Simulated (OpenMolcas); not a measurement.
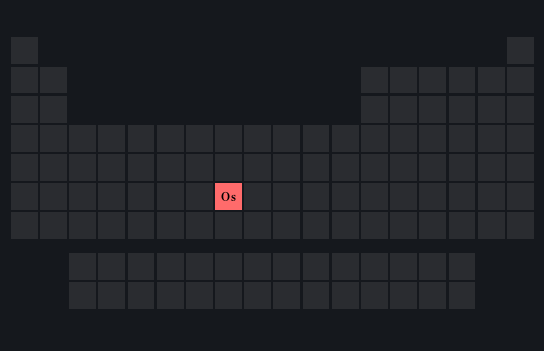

*The place of osmium in the periodic table.*

Multiconfigurational calculation for Os²⁺

System: Os²⁺.
Method: state-averaged CASSCF, active space 6 electrons in the shell 5d, basis ANO-RCC-VQZP, DKH3 scalar Hamiltonian, spin-orbit coupling by RASSI with atomic mean-field integrals (OpenMolcas).

Input file:
```
&GATEWAY
Coord
1

Os 0.0 0.0 0.0
Basis=ANO-RCC-VQZP
Group=XYZ
NoMove
AngMom=0.0 0.0 0.0
AMFI
&SEWARD
Relativistic=R03O02
&RASSCF
FileOrb=start.orb
Symmetry=1
Spin=6
nActEl=6 0 0
Inactive=15 19
Ras2=5 0
CIRoot=5 5 1
SDav=5
CIMx=300
Iter=78 100
PrWF=0.3
OrbListing=Nothing
MaxOrb=0
Atom
>>> COPY $Project.JobIph JOB001
```

The file start.orb holds starting orbitals from an earlier step.

Hardware: 1 thread of Intel Xeon @ 2.50GHz (Skylake/Cascade Lake), 12 GiB of memory available, shared host.

Launched with:
```bash
OMP_NUM_THREADS=1 MOLCAS_MEM=2252 MOLCAS_PROJECT=a pymolcas a.inp > a.log  # once for each step of the input, in one work folder
```

The program's output (extracts):
```
--- SEWARD ---
Basis set label: OS.ANO-RCC...9S8P6D4F3G2H.

      Electronic valence basis set:
      ------------------
      Associated Effective Charge  76.000000 au
      Associated Actual Charge     76.000000 au
      Nuclear Model: Point charge

      Shell  nPrim  nBasis  Cartesian Spherical Contaminant
         s      24       9        X
         p      21       8        X
         d      15       6                 X
         f      11       4                 X
         g       4       3                 X
         h       2       2                 X
Relativistic=R03O02
                  Relativistic Douglas-Kroll-Hess integrals:
                    - DKH order of Hamiltonian: 3
                    - DKH order of Properties : 2
--- RASSCF ---

 Nr of active orbitals     NAC=   5
 Spin degeneracy         ISPIN=   6
 There can be no such wave function.
 ************************************************
--- Stop Module: rasscf at  /rc=_RC_INPUT_ERROR_ ---
.####################.
.# User input error #.
.####################.
```

What the run reported:

- outcome: refused by the program

What went wrong:

This input holds a deliberate fault: wrong spin. The program refused the input; the driver noted: RASSCF spin 5: _RC_INPUT_ERROR_.
